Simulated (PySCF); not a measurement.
# Cl4OTa (Ta(O)(Cl)4-): the cost of one run

Computed with PySCF 2.14.0. Level: several levels, as the steps say, no spin–orbit coupling.

4 further runs of the same task are left out: 2 for a known fault of the program, 2 that didn't finish.

## (1) The system as given

6 atoms, charge -1, spin multiplicity 1.

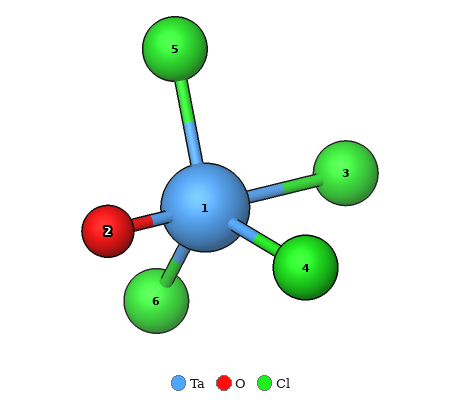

The structure; tantalum blue, oxygen red, chlorine green; atoms are numbered from 1 in the order of the file.

Coordinates:

```xyz
6

Ta    0.0000    0.0000    0.2347
O     0.0000    0.0000    1.9941
Cl    0.0000    0.0000   -2.3039
Cl    2.3675    0.0000    0.1079
Cl   -1.1838    2.0503    0.1079
Cl   -1.1838   -2.0503    0.1079
```

Formal oxidation states: Ta +5. An earlier session relaxed this geometry at BP86, Ta def2-SVP with ECP60, O def2-SVP, Cl def2-SVP (singlet, point group C3v).

At BP86 on the finer grid: E = -1973.101217 Eh, HOMO -2.33 eV, LUMO 1.26 eV, Mulliken charge on Ta1 +0.58 e, largest force component 0.024 eV/Å. 

Levels to run: TPSS; B3LYP; CAM-B3LYP; BLYP; BP86, TZVP; BP86, x2c-SVP. Hardware: 2 threads of Arm Neoverse V1, shared host.

## (2) TPSS

The input, run.py (the lines that set the calculation):

```python
mol = gto.M(atom='''
Ta     0.00000     0.00000     0.23469
O      0.00000     0.00000     1.99410
Cl     0.00000     0.00000    -2.30392
Cl     2.36754     0.00000     0.10789
Cl    -1.18377     2.05035     0.10789
Cl    -1.18377    -2.05035     0.10789''',
    basis={'Ta': 'def2-SVP', 'O': 'def2-SVP', 'Cl': 'def2-SVP'},
    ecp={'Ta': 'def2-SVP'},
    charge=-1, spin=0)
mf = dft.RKS(mol, xc='TPSS')
mf.grids.atom_grid = (75, 302)
mf = mf.density_fit()  # fitting sets: Ta def2-universal-JKFIT, O def2-universal-JKFIT, Cl def2-universal-JKFIT
mf.conv_tol = 1e-08; mf.max_cycle = 55
mf.kernel(dm0)  # dm0: the density of the relaxed state
```

Launch:

```bash
$ OMP_NUM_THREADS=2 python run.py
```

**Question.** How long does this run take on 2 threads of Arm Neoverse V1, shared host?

About 11 s.
